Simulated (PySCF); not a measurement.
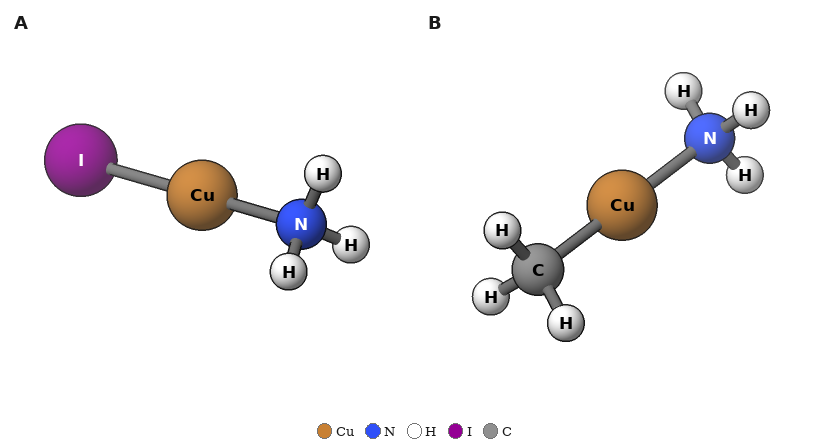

Two related species, optimised with PBE0-D3(BJ)/def2-SVP; properties computed with PySCF 2.14.0. Both: charge 0, singlet.

Question. What are A and B?

Answer. A is Cu(NH3)I, B is Cu(NH3)Me.

Compare them. With PBE0/def2-SVPD, core potentials on I: dipole moment (D), HOMO–LUMO gap (eV), HOMO energy (Kohn–Sham orbital) (eV), lowest vertical singlet excitation (eV), mean static polarisability (bohr³). With PBE0-D3(BJ)/def2-SVP: mean N–Cu length (Å), mean N–H length (Å).

```csv
quantity,A,B
dipole moment (D),9.18,6.56
HOMO–LUMO gap (eV),4.95,4.77
HOMO energy (Kohn–Sham orbital) (eV),−6.04,−5.34
lowest vertical singlet excitation (eV),3.99,3.91
mean static polarisability (bohr³),73.5,56.5
mean N–Cu length (Å),1.957,1.979
mean N–H length (Å),1.021,1.021
```

Each is one conformer, and no frequency run is at hand to confirm it as a minimum.
